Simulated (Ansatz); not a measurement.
**AlH$_{5}$O$_{2}$Si: density, localisation and related maps**

The calculation's input:

```
crystal:
  periodic: [false, false, false]
  atoms:
    - { symbol: Al, position_ang: [0.0, 0.0, 0.0] }
    - { symbol: O, position_ang: [1.2704, 0.0, 1.5187] }
    - { symbol: H, position_ang: [0.3609, -0.2814, 1.8559] }
    - { symbol: H, position_ang: [1.7458, 0.0, 0.2228] }
    - { symbol: O, position_ang: [-1.5415, 0.0, -0.89] }
    - { symbol: Si, position_ang: [-2.6907, -1.2238, -0.8267] }
    - { symbol: H, position_ang: [-2.2881, -2.2198, 0.162] }
    - { symbol: H, position_ang: [-3.9833, -0.6595, -0.4496] }
    - { symbol: H, position_ang: [-2.8007, -1.8572, -2.1376] }
basis:
  gaussian: { orbitals: def2-SVP }
hamiltonian:
  xc: pbe
relax:
  f_tol: 0.15
  max_steps: 25
  restrain:
    - { distance: [1, 3], at: 2.21, k: 30.0 }
    - { distance: [0, 1], at: 1.78, k: 30.0 }
    - { distance: [0, 3], at: 1.56, k: 30.0 }
output:
  orbitals: {}
```

Launched as:

```sh
ansatz run input.yaml --threads 2 --pin off --max-ram 3072MiB --backend cpu --events-out ev --progress --plain --runs-dir out
```

The fields are those of the run's last geometry, not of the input's.

Not at a stationary point (largest force 1.4 eV/Å).

Level of theory: RKS PBE/def2-SVP (Ansatz 0.2.0).

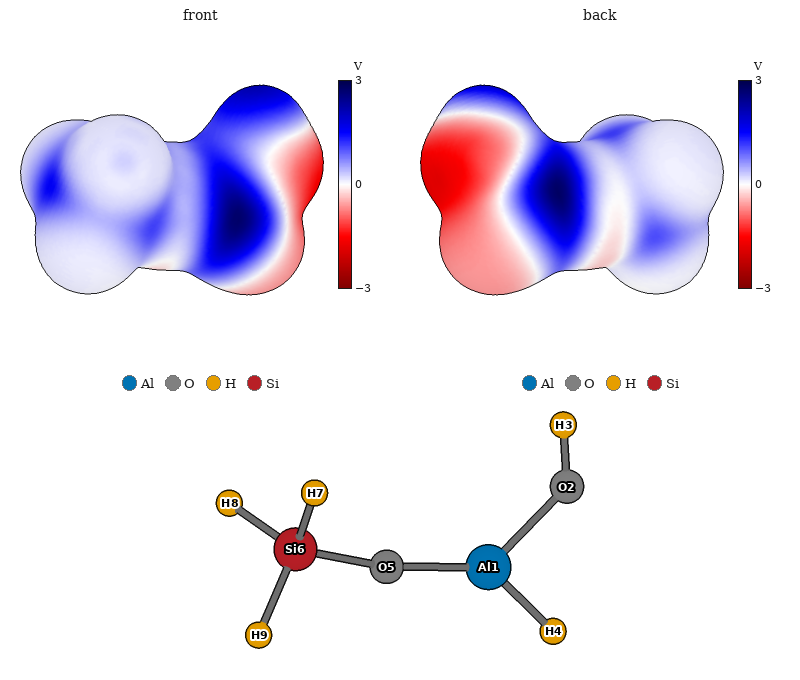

Figure 1. The molecular electrostatic potential painted on the density surface at 0.002 e/bohr³, seen from the front and from behind; red is negative and blue positive. The bare structure is drawn below in the same view.

**Which sites attract a positive test charge, and which a negative one?**

A positive charge is drawn to the negative regions and a negative charge to the positive ones. The most negative region (about −1.7 V, or −39 kcal/mol for a unit charge) lies over O2, the most positive (about +2.7 V, or +62 kcal/mol for a unit charge) over Al1. O2 is the likeliest acceptor of a hydrogen bond.

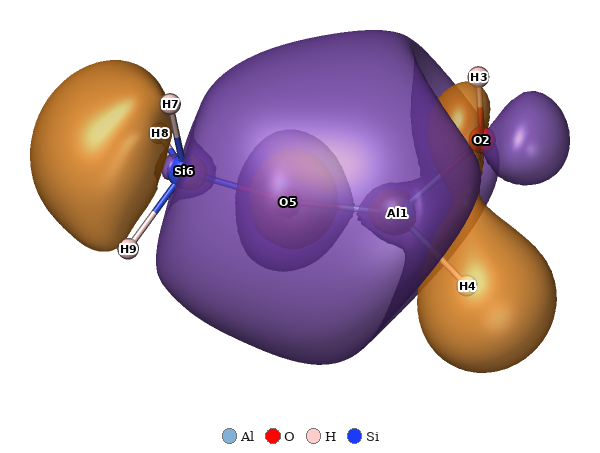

Figure 2. The LUMO at ±0.05 Å⁻³ᐟ² (orange and purple are the two phases), seen across its widest extent.

**Where does this orbital lie, and at what energy?**

By Hirshfeld shares it lies mainly on Al1 (about 45 %), Si6 (about 20 %), O5 (about 10 %), H4 (about 10 %) and O2 (about 5 %). Its energy is −1.27 eV.

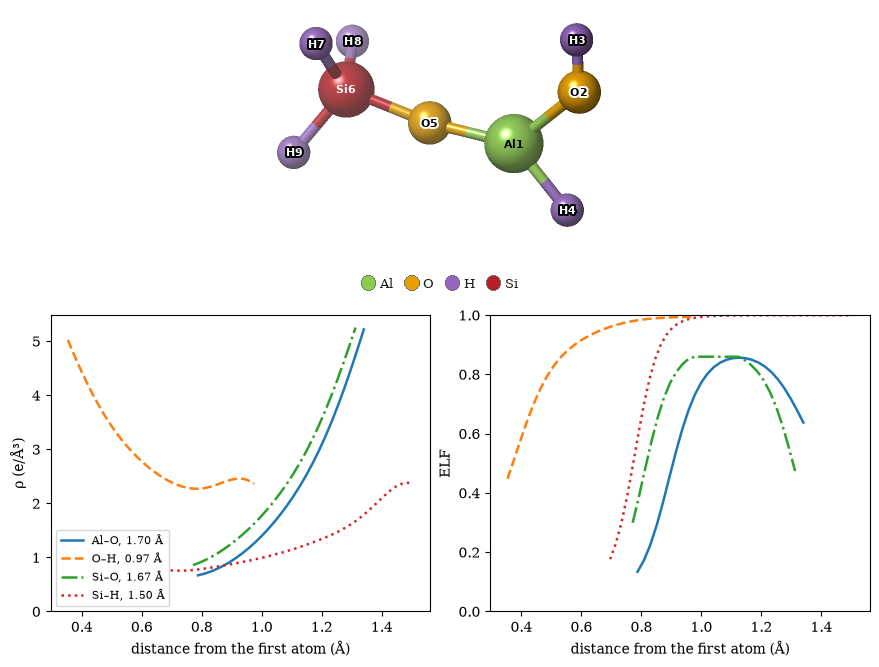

Figure 3. Total electron density and electron localisation function along straight lines between neighbouring atoms. The curves leave out the atomic cores. The structure is drawn too.

**Compare the contacts.**

Al–O (1.70 Å): ρ at the midpoint is about 0.79 e/Å³; the ELF peaks at about 0.85 in the valence shell of O, 0.6 Å from its nucleus, and is about 0.30 at the midpoint.
O–H (0.97 Å): ρ at the midpoint is about 3.5 e/Å³; the ELF climbs to about 1 towards the hydrogen, as it does in any bond to H (a covalent bond by its length).
Si–O (1.67 Å): ρ is about 1 e/Å³ halfway; the ELF peaks at about 0.85 between the atoms, as expected for a shared but strongly polarised pair.
Si–H (1.50 Å): the density is about 0.76 e/Å³ at the midpoint; the ELF climbs to about 1 towards the hydrogen.
